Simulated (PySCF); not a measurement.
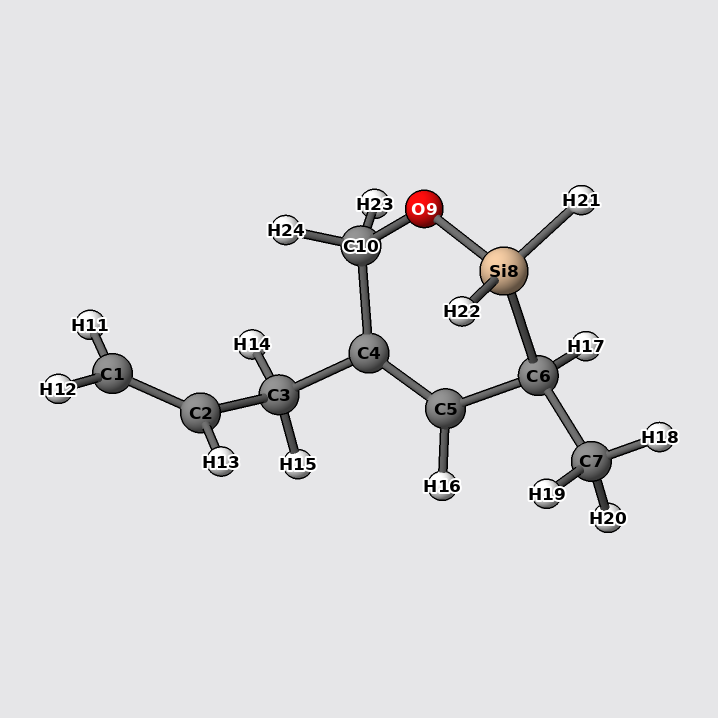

The questions are on Hirshfeld charges. The geometry was computed by an optimisation with GFN2-xTB. No frequency run is at hand to confirm it as a minimum. Properties computed with PBE0/pcSseg-1, gas phase (PySCF 2.14.0).

Which atom carries the highest charge (most positive or least negative)?

Answer. Si8 (0.39 e).

And the lowest?

Answer. O9 (−0.23 e).

Give the Hirshfeld charges atom by atom.

| atom | value (e) |
| --- | --- |
| C1 | −0.10 |
| C2 | −0.03 |
| C3 | −0.07 |
| C4 | 0.00 |
| C5 | −0.05 |
| C6 | −0.12 |
| C7 | −0.12 |
| Si8 | 0.39 |
| O9 | −0.23 |
| C10 | 0.01 |
| H11 | 0.04 |
| H12 | 0.05 |
| H13 | 0.04 |
| H14 | 0.05 |
| H15 | 0.05 |
| H16 | 0.04 |
| H17 | 0.04 |
| H18 | 0.04 |
| H19 | 0.04 |
| H20 | 0.04 |
| H21 | −0.08 |
| H22 | −0.09 |
| H23 | 0.04 |
| H24 | 0.04 |

The geometry is semi-empirical. Around Si such bond lengths and angles can be off by a tenth of an ångström or more and by several degrees, and values that hang on the shape move with them.
